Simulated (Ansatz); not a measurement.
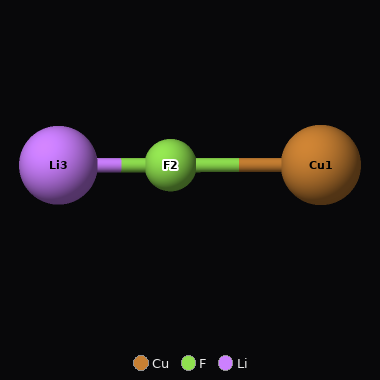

The system is Cu + FLi, spin multiplicity 2; the picture shows the reference structure. First axis: distance Cu1–F2. Second axis: distance F2–Li3. Nothing is relaxed (the angle Cu1–F2–Li3 is fixed at 180 degrees). The scan uses a 12 × 12 grid. Energies are in kcal/mol, from the lowest grid point. Method: UKS PBE0-D4/def2-TZVPD (Ansatz).

Its coordinates:

```xyz
3

Cu   -2.1100    0.0000    0.0000
F     0.0000    0.0000    0.0000
Li    1.5750    0.0000    0.0000
```

Range: distance Cu1–F2 from 1.536 to 3.136 Å; distance F2–Li3 from 1.504 to 3.104 Å.

Question: Predict the map.

Answer: The lowest grid point is at distance Cu1–F2 = 2.110 Å, distance F2–Li3 = 1.575 Å. No other kind of well shows on this grid. The highest grid point, distance Cu1–F2 = 3.136 Å, distance F2–Li3 = 3.104 Å, lies 76.3 kcal/mol above the lowest.

| distance F2–Li3 ↓, distance Cu1–F2 → | 1.536 | 1.607 | 1.710 | 1.832 | 1.966 | 2.110 | 2.264 | 2.425 | 2.594 | 2.769 | 2.950 | 3.136 |
| --- | --- | --- | --- | --- | --- | --- | --- | --- | --- | --- | --- | --- |
| 3.104 | 62.7 | 50.7 | 42.3 | 40.3 | 42.9 | 48.0 | 54.1 | 60.2 | 65.6 | 70.1 | 73.7 | 76.3 |
| 2.918 | 60.7 | 48.6 | 39.8 | 37.4 | 39.6 | 44.3 | 49.9 | 55.5 | 60.5 | 64.5 | 67.6 | 69.7 |
| 2.737 | 58.4 | 45.9 | 36.8 | 34.0 | 35.8 | 39.9 | 45.0 | 50.1 | 54.5 | 58.0 | 60.5 | 62.3 |
| 2.562 | 55.5 | 42.8 | 33.3 | 30.0 | 31.2 | 34.8 | 39.3 | 43.8 | 47.6 | 50.6 | 52.7 | 54.4 |
| 2.393 | 52.4 | 39.3 | 29.3 | 25.5 | 26.2 | 29.3 | 33.1 | 36.9 | 40.1 | 42.6 | 44.5 | 46.1 |
| 2.232 | 49.0 | 35.5 | 25.1 | 20.8 | 20.9 | 23.3 | 26.5 | 29.6 | 32.2 | 34.4 | 36.2 | 37.6 |
| 2.078 | 45.1 | 31.3 | 20.4 | 15.5 | 15.0 | 16.7 | 19.2 | 21.8 | 24.1 | 26.1 | 27.8 | 29.1 |
| 1.934 | 41.4 | 27.2 | 15.7 | 10.3 | 9.2 | 10.2 | 12.2 | 14.4 | 16.5 | 18.3 | 19.8 | 21.0 |
| 1.800 | 38.4 | 23.8 | 11.8 | 5.8 | 4.1 | 4.6 | 6.2 | 8.1 | 10.1 | 11.7 | 13.2 | 14.3 |
| 1.678 | 36.9 | 22.0 | 9.6 | 3.0 | 0.8 | 0.9 | 2.2 | 3.9 | 5.7 | 7.3 | 8.6 | 9.7 |
| 1.575 | 37.8 | 22.6 | 9.7 | 2.7 | 0.1 | 0.0 | 1.1 | 2.7 | 4.3 | 5.8 | 7.1 | 8.1 |
| 1.504 | 40.3 | 24.9 | 11.8 | 4.5 | 1.7 | 1.4 | 2.3 | 3.8 | 5.4 | 6.8 | 8.0 | 9.0 |

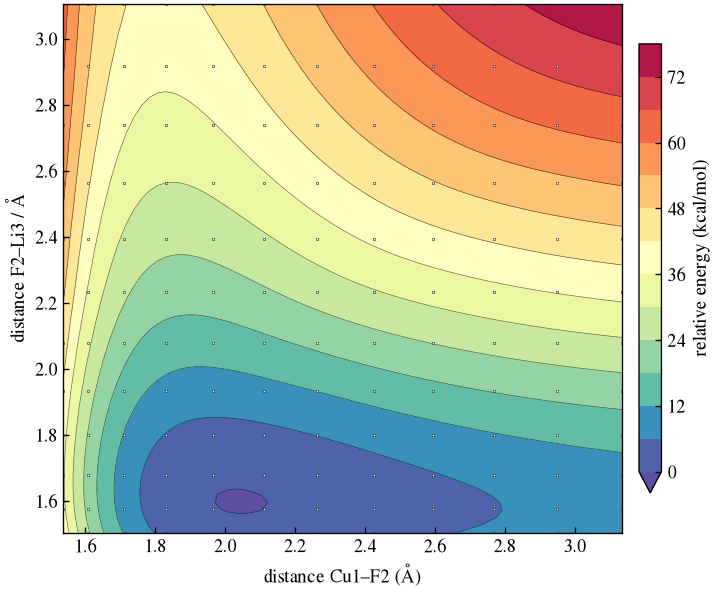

In the figure: filled contours, dots at the grid points. Between grid points the surface is interpolated.

Time for the 144 points that were run: 23 min on 1 thread of Arm Neoverse V2, on a shared host.
